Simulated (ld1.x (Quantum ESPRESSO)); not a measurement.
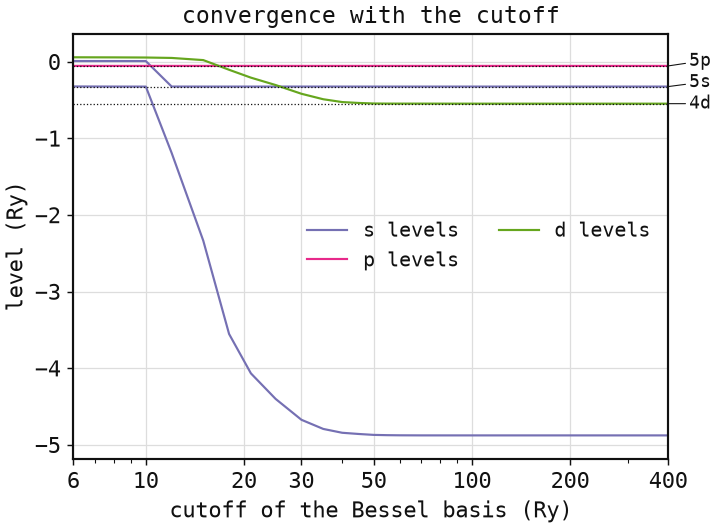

The pseudo-atom Hamiltonian at the reference potential is diagonalised in spherical Bessel functions (20 bohr box) up to the cutoff. Curves: the lowest levels of each channel that holds a bound state. Dotted lines: the all-electron valence levels.

Ag (Z = 47), PAW, made with ld1.x (Quantum ESPRESSO) 7.5 (PBE, scalar-relativistic). Core [Kr], reference 4d10 5s1 5p0. Waves: 5s (bound): rcut 2.15, rcutus 2.30 bohr; 5s channel at 1.3 Ry: rcut 2.15, rcutus 2.30 bohr; 5p (bound, empty): rcut 2.60, rcutus 3.35 bohr; 5p channel at 2.7 Ry: rcut 2.60, rcutus 3.35 bohr; 4d (bound): rcut 1.05, rcutus 1.40 bohr; 4d channel at 3.1 Ry: rcut 1.05, rcutus 1.40 bohr. Local part: all-electron potential smoothed inside 1.55 bohr (lloc = -1). Core correction: Bessel-smoothed model core inside 1.30 bohr. Augmentation charge: PSQ, inside the norm-conserving radii.

Is there a ghost state?

Ghost state below the valence levels: s at -66.4 eV. A ghost is a curve that settles on no dotted line: a bound state with no counterpart among the valence levels. In Ry: s -4.88.

Read the all-electron valence levels.

5s: -0.32 Ry; 5p: -0.05 Ry; 4d: -0.55 Ry.

From which cutoff on does the ghost show?

The lowest s curve lies clearly below the lowest valence level of its channel from about 12 Ry on and ends at -4.88 Ry.
